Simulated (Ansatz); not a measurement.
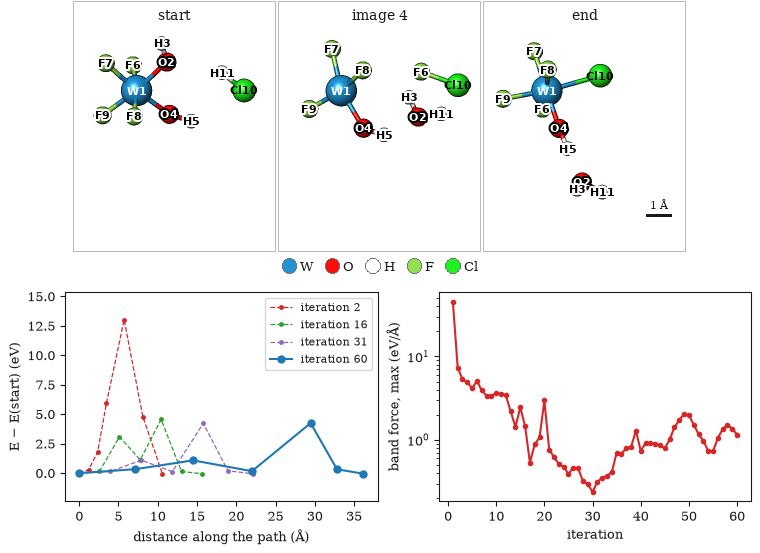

A search for the minimum-energy path of WH3O2ClF4, made up at the start of WH$_{2}$O$_{2}$F$_{4}$ and HCl by the nudged elastic band. Images are numbered from 0 (start) to 6 (end). The plot follows the band through its iterations. The picture is a ball-and-stick view, seen at a tilt.

Level of theory: RHF/def2-SVP in Ansatz. Run with 5 movable images; climbing image; force threshold 0.03 eV/Å; iteration limit 60; starting path through a guess of the saddle point.

**How did the profile develop, and is the result final?**

The result isn't final. The band hadn't converged when the run stopped after 60 iterations. The largest component of the band force went from 45 to 1.2 eV/Å. The barrier read from it is provisional, though the highest image hardly moved in the last two iterations. The first iteration put the highest image at 24.12 eV. Forward barrier 4.25 eV, backward barrier 4.30 eV, with image 4 at the top; the reaction energy is −0.05 eV. The profile has 2 maxima (images 2, 4) with a dip at image 3 (+0.17 eV), which on an unconverged band is provisional.

Limits of the set-up: the start holds two separate molecules, 2.3 Å apart at their closest, whose relative position is a soft coordinate and is computed without a dispersion correction; Hartree-Fock leaves out electron correlation.

Cost: 11 min on 4 threads of Arm Neoverse V2, with other jobs on the host, peak memory 0.5 GiB.
